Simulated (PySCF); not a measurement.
# C₄H₉NO₂Si: runs on many settings

Aim: see how C₄H₉NO₂Si (`CO[Si@@H](C)OCC#N`) answers to the choice of functional, basis, grid and SCF options.

Programs: PySCF 2.14.0, with density-fitted response routines of our own. Each step states its level of theory. These are calculated values for one molecule, in the gas phase or a continuum, unless marked as measured. Atoms count from 0, in the outputs and in this text.

### 1 The starting structure

17 atoms, charge 0, multiplicity 1; geometry from: GFN2-xTB.

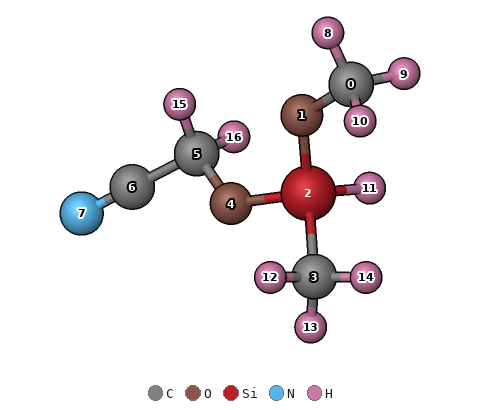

As it starts; carbon grey, oxygen brown, silicon red, nitrogen blue, hydrogen pink, atoms numbered; sticks join atoms by distance.

### 2 Nuclear shieldings: PBE0/pcSseg-1

What the job is given:

```
{"job": {"kind": "nmr", "xc": "PBE0", "basis": "pcSseg-1"}, "charge": 0, "multiplicity": 1}
C     -2.302141     1.224757     0.638189
O     -0.973122     0.923903     0.324386
Si    -0.160572    -0.464775     0.583173
C     -0.898505    -1.978803    -0.272223
O      1.281315    -0.274945    -0.133157
C      2.185882     0.775507     0.038839
C      3.412772     0.498189    -0.681033
N      4.379418     0.274138    -1.247067
H     -2.508876     2.236271     0.287579
H     -2.465356     1.176129     1.716970
H     -2.984268     0.525620     0.150237
H     -0.001839    -0.648771     2.032604
H     -1.063166    -1.797337    -1.330826
H     -0.247453    -2.841012    -0.186062
H     -1.853841    -2.242390     0.171269
H      1.760160     1.715510    -0.338941
H      2.432595     0.910040     1.101733
```

With the program's defaults for keys left out, this is: GIAO PBE0/pcSseg-1 NMR shielding, non-relativistic, gas phase.

The run is started by

```sh
$ OMP_NUM_THREADS=1 python probes_run.py task.json out
```

The driver reads the jobs from task.json and runs them one after another.

What it wrote:

```text
coarse grid: 14784 points
cycle   1  E = -651.7513271338  dE =  1.062e+00  |g| = 9.661e-01  |ddm| = 3.678e+00
cycle   2  E = -651.4505957742  dE =  3.007e-01  |g| = 1.575e+00  |ddm| = 1.973e+00
cycle   3  E = -651.9156655721  dE = -4.651e-01  |g| = 2.446e-01  |ddm| = 1.342e+00
cycle   4  E = -651.9262787989  dE = -1.061e-02  |g| = 1.031e-01  |ddm| = 2.014e-01
cycle   5  E = -651.9283329991  dE = -2.054e-03  |g| = 2.516e-02  |ddm| = 8.292e-02
cycle   6  E = -651.9284716820  dE = -1.387e-04  |g| = 4.508e-03  |ddm| = 2.097e-02
cycle   7  E = -651.9284762671  dE = -4.585e-06  |g| = 1.100e-03  |ddm| = 4.065e-03
final grid: 138520 points
cycle   8  E = -651.9950530510  dE = -2.290e-05  |g| = 1.252e-02  |ddm| = 2.250e-02
cycle   9  E = -651.9950248624  dE =  2.819e-05  |g| = 1.781e-02  |ddm| = 1.791e-02
cycle  10  E = -651.9950815766  dE = -5.671e-05  |g| = 1.580e-03  |ddm| = 1.152e-02
cycle  11  E = -651.9950820888  dE = -5.123e-07  |g| = 4.523e-04  |ddm| = 1.385e-03
cycle  12  E = -651.9950821243  dE = -3.552e-08  |g| = 1.956e-04  |ddm| = 4.023e-04
cycle  13  E = -651.9950821322  dE = -7.810e-09  |g| = 3.286e-05  |ddm| = 1.383e-04
cycle  14  E = -651.9950821324  dE = -2.317e-10  |g| = 8.493e-06  |ddm| = 3.287e-05
converged SCF energy = -651.9950821324

GIAO shielding tensors (ppm)
atom      isotropic    diamagn.    paramagn.     s11        s22        s33       span
  0 C      135.430     241.354    -105.924    108.922    112.114    185.254     76.332
  1 O      312.233     402.615     -90.381    262.863    320.883    352.955     90.092
  2 Si     366.310     883.504    -517.194    327.074    377.467    394.388     67.315
  3 C      188.547     257.371     -68.823    181.509    185.909    198.225     16.716
  4 O      297.200     401.542    -104.343    249.119    296.980    345.500     96.381
  5 C      135.962     240.020    -104.058    114.583    116.626    176.675     62.092
  6 C       65.293     258.906    -193.613    -50.513    -48.091    294.484    344.997
  7 N      -39.962     339.277    -379.240   -209.915   -193.053    283.081    492.996
  8 H       27.727      27.874      -0.147     23.318     25.510     34.354     11.035
  9 H       27.964      28.103      -0.139     23.827     25.505     34.561     10.734
 10 H       28.049      29.089      -1.040     23.269     26.595     34.282     11.013
 11 H       26.721      31.359      -4.638     24.024     24.195     31.944      7.921
 12 H       31.454      33.194      -1.740     27.534     28.806     38.021     10.487
 13 H       31.449      31.522      -0.073     27.032     29.107     38.209     11.177
 14 H       31.781      31.162       0.619     27.344     29.433     38.564     11.220
 15 H       26.978      27.905      -0.927     21.117     28.049     31.769     10.652
 16 H       27.317      26.230       1.088     22.361     27.248     32.343      9.982
```

Run time: 32 s. Hardware: 1 thread of Intel Xeon Platinum 8488C, shared host; peak memory 0.83 GiB.

The references, computed at this level on geometries of the same kind, shield at (ppm): ¹H TMS 31.72, ¹³C TMS 186.9, ²⁹Si TMS 349.2, ¹⁵N NH3 267.7, ¹⁷O H2O 336.1. Their shielding less the atom's gives the shift. The references are single molecules in the gas phase, so shifts against H2O, NH3, PH3, H3PO4 or CFCl3 are not on the usual liquid scales and can be off by tens of ppm. Atoms listed in one row are averaged.

```tsv
atoms	environment	σ (ppm)	δ (ppm)	δ scaled to CDCl3
C6	nitrile carbon	65.3	121.6	116.8
C0	methyl carbon bonded to O	135.4	51.5	48.3
C5	sp3 CH2 bonded to O, α to a nitrile	136.0	51.0	47.8
C3	methyl carbon bonded to Si	188.5	-1.6	-3.5
H11	hydrogen on a silicon bonded to C, 2 O	26.72	5.00	–
H15	hydrogen on an sp3 CH2 bonded to O, α to a nitrile	26.98	4.74	4.57
H16	hydrogen on an sp3 CH2 bonded to O, α to a nitrile	27.32	4.40	4.25
H8, H9, H10	hydrogen on a methyl carbon bonded to O	27.91	3.80	3.69
H12, H13, H14	hydrogen on a methyl carbon bonded to Si	31.56	0.16	0.25
O4	oxygen bonded to C, Si	297.2	38.9	–
O1	oxygen bonded to C, Si	312.2	23.8	–
Si2	silicon bonded to C, 2 O, H	366.3	-17.2	–
N7	nitrile nitrogen	-40.0	307.7	–
```

The scaled column applies a straight-line fit of computed shieldings to shifts measured in CDCl3 (root-mean-square error 0.16 ppm for H, 1.9 ppm for C).

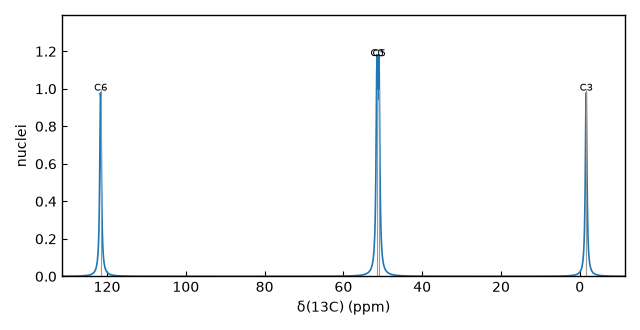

¹³C lines at the computed shifts, without couplings. Lines are broadened to a width of 0.49 ppm (Lorentzian).

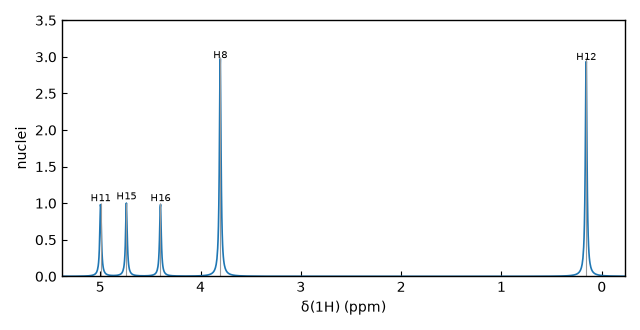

¹H lines at the computed shifts, without couplings. Lines are broadened to a width of 0.02 ppm (Lorentzian).

Charges from the same density, by scheme (e):

```tsv
atoms	Mulliken	IAO	Hirshfeld	ESP fit
C0	-0.01	-0.20	-0.03	-0.26
O1	-0.65	-0.65	-0.23	-0.38
Si2	1.07	1.34	0.47	0.99
C3	-0.65	-0.76	-0.22	-0.82
O4	-0.62	-0.63	-0.22	-0.39
C5	0.15	-0.08	0.04	-0.20
C6	0.05	0.15	0.08	0.46
N7	-0.24	-0.23	-0.21	-0.48
```

ESP fit charges:

C0 -0.26; O1 -0.38; Si2 0.99; C3 -0.82; O4 -0.39; C5 -0.20; C6 0.46; N7 -0.48; H8 0.14; H9 0.11; H10 0.13; H11 -0.19; H12 0.21; H13 0.20; H14 0.19; H15 0.14; H16 0.14

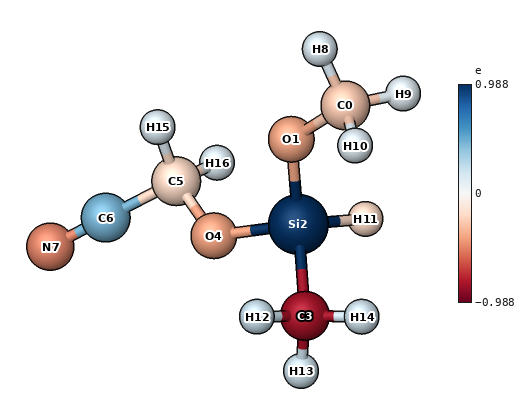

ESP fit charges, as colours on the atoms.

Mayer bond orders: C0–O1 0.90, O1–Si2 0.97, Si2–C3 0.94, Si2–O4 0.97, O4–C5 0.91, C5–C6 1.00, C6–N7 3.06.

### 3 Ultraviolet spectrum: PBE0/def2-SVPD

Settings changed since step 2:

```diff
@@ -1,2 +1,2 @@
-{"job": {"kind": "nmr", "xc": "PBE0", "basis": "pcSseg-1"}, "charge": 0, "multiplicity": 1}
+{"job": {"kind": "uv", "xc": "PBE0", "basis": "def2-SVPD", "nstates": 6, "ntriplets": 2}, "charge": 0, "multiplicity": 1}
 C     -2.302141     1.224757     0.638189
```

Method: TDDFT PBE0/def2-SVPD, vertical, gas phase, core orbitals frozen in the response.

What it wrote:

```text
coarse grid: 14784 points
cycle   1  E = -651.4396457864  dE =  1.002e+00  |g| = 9.158e-01  |ddm| = 5.946e+00
cycle   2  E = -651.1294557674  dE =  3.102e-01  |g| = 1.542e+00  |ddm| = 2.648e+00
cycle   3  E = -651.5976576207  dE = -4.682e-01  |g| = 2.217e-01  |ddm| = 1.729e+00
cycle   4  E = -651.6062336508  dE = -8.576e-03  |g| = 1.036e-01  |ddm| = 2.925e-01
cycle   5  E = -651.6083692881  dE = -2.136e-03  |g| = 2.581e-02  |ddm| = 1.269e-01
cycle   6  E = -651.6085260575  dE = -1.568e-04  |g| = 4.267e-03  |ddm| = 3.273e-02
cycle   7  E = -651.6085301328  dE = -4.075e-06  |g| = 1.296e-03  |ddm| = 6.932e-03
final grid: 138520 points
cycle   8  E = -651.7041645620  dE = -2.681e-05  |g| = 1.156e-02  |ddm| = 9.775e-02
cycle   9  E = -651.7041378410  dE =  2.672e-05  |g| = 1.663e-02  |ddm| = 2.671e-02
cycle  10  E = -651.7041907678  dE = -5.293e-05  |g| = 1.618e-03  |ddm| = 1.569e-02
cycle  11  E = -651.7041913418  dE = -5.740e-07  |g| = 4.339e-04  |ddm| = 1.941e-03
cycle  12  E = -651.7041913764  dE = -3.462e-08  |g| = 1.815e-04  |ddm| = 6.295e-04
cycle  13  E = -651.7041913832  dE = -6.806e-09  |g| = 3.358e-05  |ddm| = 2.148e-04
cycle  14  E = -651.7041913835  dE = -2.710e-10  |g| = 1.064e-05  |ddm| = 7.305e-05
converged SCF energy = -651.7041913835

Static polarisability (au): isotropic 83.399, principal 69.669 79.683 100.845

Singlet excitations
state   eV       nm        f      main configurations
  1   7.2249    171.6   0.00251   H-1->L 0.42, H->L 0.41
  2   7.3456    168.8   0.00306   H->L+1 0.31, H-1->L 0.27, H->L 0.25
  3   7.4330    166.8   0.00296   H->L+1 0.57, H->L 0.28
  4   7.9479    156.0   0.05147   H->L+2 0.62, H->L+4 0.15
  5   7.9904    155.2   0.01396   H-1->L 0.22, H-5->L 0.19, H-3->L 0.17
  6   8.0646    153.7   0.01319   H-1->L+1 0.25, H-4->L 0.24, H-1->L+3 0.19

Triplet excitations (Tamm-Dancoff, eV): 6.3417 6.6939
```

Wall time 57 s (1 thread of Intel Xeon Platinum 8488C, shared host); peak memory 0.98 GiB.

The orbitals next to the gap, with their largest atomic shares:

```tsv
orbital	eV	atoms
HOMO−3	-9.65	O4 19 %, N7 15 %, O1 12 %
HOMO−2	-9.21	O1 48 %, C0 15 %, H8 8 %
HOMO−1	-8.89	O4 39 %, C5 12 %, N7 10 %
HOMO	-8.33	O1 38 %, Si2 14 %, C3 13 %
LUMO	0.08	N7 22 %, C6 20 %, C5 15 %
LUMO+1	0.30	C0 20 %, Si2 18 %, C3 9 %
LUMO+2	0.65	C6 18 %, H16 14 %, C5 14 %
```

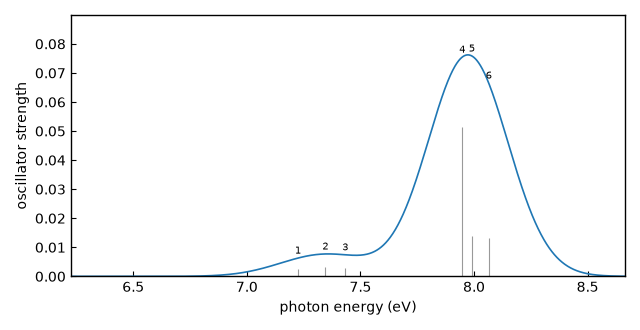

Absorption spectrum from the 6 singlet states computed; above the last one it falls off for lack of states. Lines are broadened to a width of 0.40 eV (Gaussian).

Further results of this job:

```tsv
property	computed
dipole moment (D)	5.25
polarisability (Å³)	12.36
HOMO–LUMO gap (eV)	8.41
−ε(HOMO) (eV)	8.33
```

### 4 Excited states and response: PBE0/6-311G**

Settings changed since step 3:

```diff
@@ -1,2 +1,2 @@
-{"job": {"kind": "uv", "xc": "PBE0", "basis": "def2-SVPD", "nstates": 6, "ntriplets": 2}, "charge": 0, "multiplicity": 1}
+{"job": {"kind": "uv", "xc": "PBE0", "basis": "6-311G**", "nstates": 6, "ntriplets": 0, "tda": false, "scf": {"aux": "def2-qzvpp-jkfit"}}, "charge": 0, "multiplicity": 1}
 C     -2.302141     1.224757     0.638189
```

Level: TDDFT PBE0/6-311G**, vertical, gas phase, core orbitals frozen in the response.

What it wrote:

```text
final grid: 138520 points
cycle   1  E = -651.9562558572  dE =  1.077e+00  |g| = 1.003e+00  |ddm| = 3.278e+00
cycle   2  E = -651.6284254479  dE =  3.278e-01  |g| = 1.642e+00  |ddm| = 2.040e+00
cycle   3  E = -652.1306445340  dE = -5.022e-01  |g| = 2.450e-01  |ddm| = 1.399e+00
cycle   4  E = -652.1405523291  dE = -9.908e-03  |g| = 1.172e-01  |ddm| = 2.044e-01
cycle   5  E = -652.1432170958  dE = -2.665e-03  |g| = 2.824e-02  |ddm| = 9.440e-02
cycle   6  E = -652.1433877287  dE = -1.706e-04  |g| = 4.960e-03  |ddm| = 2.179e-02
cycle   7  E = -652.1433931744  dE = -5.446e-06  |g| = 1.262e-03  |ddm| = 4.218e-03
cycle   8  E = -652.1433934397  dE = -2.652e-07  |g| = 5.340e-04  |ddm| = 1.204e-03
cycle   9  E = -652.1433934862  dE = -4.656e-08  |g| = 1.365e-04  |ddm| = 4.319e-04
cycle  10  E = -652.1433934899  dE = -3.668e-09  |g| = 2.559e-05  |ddm| = 1.218e-04
cycle  11  E = -652.1433934900  dE = -1.371e-10  |g| = 7.098e-06  |ddm| = 2.771e-05
converged SCF energy = -652.1433934900

Static polarisability (au): isotropic 73.919, principal 61.028 69.453 91.277

Singlet excitations
state   eV       nm        f      main configurations
  1   7.2855    170.2   0.00129   H-1->L 0.61, H->L 0.21
  2   7.4356    166.7   0.00145   H->L 0.66, H-1->L 0.15, H->L+1 0.09
  3   7.8048    158.9   0.00265   H->L+1 0.70, H->L+2 0.13
  4   8.0496    154.0   0.00763   H-5->L 0.26, H-3->L 0.25, H-1->L 0.20
  5   8.1328    152.4   0.03047   H-4->L 0.34, H-1->L+1 0.13, H-2->L 0.11
  6   8.3147    149.1   0.04257   H->L+3 0.49, H->L+2 0.16, H->L+1 0.08
```

It took 41 s on 1 thread of Intel Xeon Platinum 8488C, shared host; peak memory 0.91 GiB.

Key values: HOMO -8.24 eV, LUMO 0.30 eV; lowest singlet 7.29 eV.

### 5 Nuclear shieldings: PBE0/pcSseg-1 in benzene

Settings changed since step 4:

```diff
@@ -1,2 +1,2 @@
-{"job": {"kind": "uv", "xc": "PBE0", "basis": "6-311G**", "nstates": 6, "ntriplets": 0, "tda": false, "scf": {"aux": "def2-qzvpp-jkfit"}}, "charge": 0, "multiplicity": 1}
+{"job": {"kind": "nmr", "xc": "PBE0", "basis": "pcSseg-1", "solvent": "benzene", "pop": true, "scf": {"aux": "def2-qzvpp-jkfit"}}, "charge": 0, "multiplicity": 1}
 C     -2.302141     1.224757     0.638189
```

Method: GIAO PBE0/pcSseg-1 NMR shielding, non-relativistic, IEF-PCM benzene.

What it wrote:

```text
final grid: 138520 points
cycle   1  E = -651.8284869225  dE =  1.052e+00  |g| = 9.621e-01  |ddm| = 3.675e+00
cycle   2  E = -651.5622362339  dE =  2.663e-01  |g| = 1.521e+00  |ddm| = 1.875e+00
cycle   3  E = -651.9916069052  dE = -4.294e-01  |g| = 2.082e-01  |ddm| = 1.256e+00
cycle   4  E = -651.9991174014  dE = -7.510e-03  |g| = 9.510e-02  |ddm| = 1.756e-01
cycle   5  E = -652.0008640891  dE = -1.747e-03  |g| = 2.311e-02  |ddm| = 7.352e-02
cycle   6  E = -652.0009798139  dE = -1.157e-04  |g| = 4.254e-03  |ddm| = 1.906e-02
cycle   7  E = -652.0009838584  dE = -4.044e-06  |g| = 9.913e-04  |ddm| = 3.576e-03
cycle   8  E = -652.0009840303  dE = -1.719e-07  |g| = 4.065e-04  |ddm| = 9.730e-04
cycle   9  E = -652.0009840569  dE = -2.661e-08  |g| = 1.112e-04  |ddm| = 3.411e-04
cycle  10  E = -652.0009840593  dE = -2.457e-09  |g| = 1.818e-05  |ddm| = 9.749e-05
cycle  11  E = -652.0009840594  dE = -6.571e-11  |g| = 5.705e-06  |ddm| = 1.962e-05
converged SCF energy = -652.0009840594

GIAO shielding tensors (ppm)
atom      isotropic    diamagn.    paramagn.     s11        s22        s33       span
  0 C      135.379     241.454    -106.075    108.582    111.819    185.736     77.153
  1 O      313.038     402.839     -89.801    264.710    320.808    353.596     88.886
  2 Si     365.730     883.548    -517.818    326.355    376.012    394.824     68.468
  3 C      188.764     257.591     -68.827    181.714    185.933    198.644     16.929
  4 O      299.727     401.860    -102.133    251.632    298.908    348.641     97.010
  5 C      135.917     240.373    -104.456    114.318    116.585    176.848     62.530
  6 C       62.917     259.071    -196.154    -53.215    -52.051    294.017    347.232
  7 N      -30.227     340.186    -370.413   -196.067   -179.247    284.632    480.700
  8 H       27.694      27.828      -0.134     23.272     25.460     34.351     11.079
  9 H       27.893      28.022      -0.130     23.753     25.417     34.509     10.756
 10 H       27.966      28.997      -1.031     23.183     26.503     34.212     11.029
 11 H       26.730      31.419      -4.689     24.031     24.197     31.962      7.930
 12 H       31.447      33.221      -1.774     27.517     28.793     38.031     10.514
 13 H       31.454      31.537      -0.084     27.025     29.098     38.238     11.213
 14 H       31.661      31.102       0.559     27.184     29.284     38.515     11.330
 15 H       26.825      27.714      -0.888     20.957     27.873     31.646     10.688
 16 H       27.114      25.977       1.138     22.158     27.016     32.168     10.010
```

Wall time 36 s (1 thread of Intel Xeon Platinum 8488C, shared host); peak memory 1 GiB.

This run: δ C6 124.4, C0 52.0, C5 51.4, C3 -1.4, H11 4.98, H15 4.88 ppm.

### 6 TDDFT and polarisability: wB97X-D/3-21G

Settings changed since step 5:

```diff
@@ -1,2 +1,2 @@
-{"job": {"kind": "nmr", "xc": "PBE0", "basis": "pcSseg-1", "solvent": "benzene", "pop": true, "scf": {"aux": "def2-qzvpp-jkfit"}}, "charge": 0, "multiplicity": 1}
+{"job": {"kind": "uv", "xc": "wB97X-D", "basis": "3-21G", "nstates": 6, "ntriplets": 5, "tda": false, "grid": 4}, "charge": 0, "multiplicity": 1}
 C     -2.302141     1.224757     0.638189
```

Level: TDDFT wB97X-D/3-21G, vertical, gas phase, core orbitals frozen in the response.

What it wrote:

```text
coarse grid: 14784 points
cycle   1  E = -648.6702930412  dE =  9.852e-01  |g| = 9.758e-01  |ddm| = 3.946e+00
cycle   2  E = -648.5893962118  dE =  8.090e-02  |g| = 1.221e+00  |ddm| = 1.920e+00
cycle   3  E = -648.8593322604  dE = -2.699e-01  |g| = 1.491e-01  |ddm| = 1.100e+00
cycle   4  E = -648.8630110425  dE = -3.679e-03  |g| = 7.272e-02  |ddm| = 1.505e-01
cycle   5  E = -648.8640453384  dE = -1.034e-03  |g| = 9.590e-03  |ddm| = 7.985e-02
cycle   6  E = -648.8640685205  dE = -2.318e-05  |g| = 2.276e-03  |ddm| = 1.161e-02
cycle   7  E = -648.8640700526  dE = -1.532e-06  |g| = 5.426e-04  |ddm| = 4.174e-03
final grid: 369120 points
cycle   8  E = -648.9201489058  dE = -1.035e-04  |g| = 7.585e-03  |ddm| = 3.075e-02
cycle   9  E = -648.9201567369  dE = -7.831e-06  |g| = 5.828e-03  |ddm| = 1.058e-02
cycle  10  E = -648.9201640006  dE = -7.264e-06  |g| = 1.103e-03  |ddm| = 4.709e-03
cycle  11  E = -648.9201641955  dE = -1.949e-07  |g| = 5.918e-04  |ddm| = 1.427e-03
cycle  12  E = -648.9201642672  dE = -7.171e-08  |g| = 1.796e-04  |ddm| = 6.435e-04
cycle  13  E = -648.9201642734  dE = -6.194e-09  |g| = 3.499e-05  |ddm| = 1.918e-04
cycle  14  E = -648.9201642737  dE = -2.904e-10  |g| = 7.518e-06  |ddm| = 4.536e-05
converged SCF energy = -648.9201642737

Static polarisability (au): isotropic 62.496, principal 51.495 57.633 78.359

Singlet excitations
state   eV       nm        f      main configurations
  1   7.6240    162.6   0.00174   H-1->L 0.70, H-4->L 0.12
  2   8.1033    153.0   0.00382   H->L 0.41, H->L+2 0.36, H->L+1 0.14
  3   8.3643    148.2   0.00198   H-4->L 0.34, H-1->L 0.17, H-5->L+1 0.08
  4   8.5402    145.2   0.00562   H-3->L 0.58, H-4->L 0.16
  5   8.5920    144.3   0.02695   H-5->L 0.31, H-1->L+1 0.21, H-4->L+1 0.10
  6   8.7494    141.7   0.00284   H->L+3 0.27, H->L 0.25, H-3->L 0.15

Triplet excitations (Tamm-Dancoff, eV): 6.8171 7.1173 7.5204 7.6113 7.7443
```

It took 25 s on 1 thread of Intel Xeon Platinum 8488C, shared host; peak memory 0.6 GiB.

In short: HOMO -9.71 eV, LUMO 2.66 eV; lowest singlet 7.62 eV.

### 7 Side by side: NMR shifts

Shifts (ppm) of some atoms, chosen among heavy atoms and hydrogens apart, with basis size and wall time:

```tsv
run	C6	H15	H16	O4	O1	Si2	N7	functions	time
PBE0/pcSseg-1	121.6	4.74	4.40	38.9	23.8	-17.2	307.7	188	32 s
PBE0/pcSseg-1 in benzene	124.4	4.88	4.59	40.4	27.1	-16.7	299.3	188	36 s
```

### 8 Run by run: electronic excitations

Excitations and ground-state properties, with basis size and wall time:

```tsv
run	lowest singlet (eV)	brightest (eV)	f	gap (eV)	α (Å³)	μ (D)	functions	time
PBE0/def2-SVPD	7.22	7.95	0.051	8.41	12.36	5.25	242	57 s
PBE0/6-311G**	7.29	8.31	0.043	8.54	10.95	5.28	206	41 s
wB97X-D/3-21G	7.62	8.59	0.027	12.37	9.26	5.41	94	25 s
```

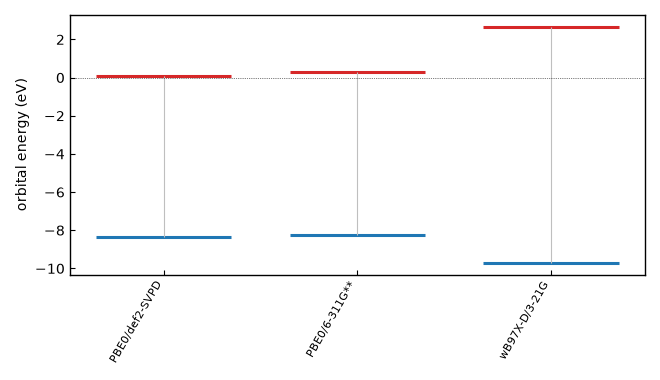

HOMO (blue) and LUMO (red) run by run.

### 9 Summary of results

| quantity | value |
| --- | --- |
| ¹³C shifts against TMS (PBE0/pcSseg-1) | 121.6, 51.5, 51.0, -1.6 ppm |
| ¹H shifts against TMS (PBE0/pcSseg-1, means over atoms taken as alike) | 5.00, 4.74, 4.40, 3.80, 0.16 ppm |
| ¹⁷O shifts against H2O (PBE0/pcSseg-1) | 38.9, 23.8 ppm |
| ²⁹Si shifts against TMS (PBE0/pcSseg-1) | -17.2 ppm |
| ¹⁵N shifts against NH3 (PBE0/pcSseg-1) | 307.7 ppm |
| lowest singlet (PBE0/def2-SVPD) | 7.22 eV (172 nm), f = 0.003 |
| brightest single state of those computed | state 4, 7.95 eV, f = 0.051 |
| lowest triplet | 6.34 eV |
| range of the shift of N7 | 299.3 to 307.7 ppm |
| range of the lowest singlet | 7.22 to 7.62 eV |

Single values in the summary come from the first sound run of each kind (PBE0/pcSseg-1; PBE0/def2-SVPD), which need not be the best level. The most deshielded carbon is C6 (nitrile carbon), at 121.6 ppm: typical of a nitrile. At PBE0/pcSseg-1: Shielding is most anisotropic at N7 (span 493 ppm, paramagnetic term -379 ppm). The first singlet state (HOMO−1→LUMO 0.42, HOMO→LUMO 0.41) lies at 7.22 eV and is weak; of the 6 states computed, the strongest absorption comes from state 4 at 7.95 eV. The lowest triplet lies 0.88 eV below the lowest singlet (triplets in Tamm-Dancoff, singlets in full TDDFT). In ppm, N7 moves most: its shift spreads over 8.4 ppm, from 299.3 (PBE0/pcSseg-1 in benzene) to 307.7 (PBE0/pcSseg-1). Each shift counts from a reference computed in the same medium, and that reference moves with the solvent too, so shifts and shieldings show the solvent's effect differently. The lowest singlet runs from 7.22 eV (PBE0/def2-SVPD) to 7.62 eV (wB97X-D/3-21G), while the orbital gap spans 8.41 to 12.37 eV. The lowest state need not be the same one in every run.
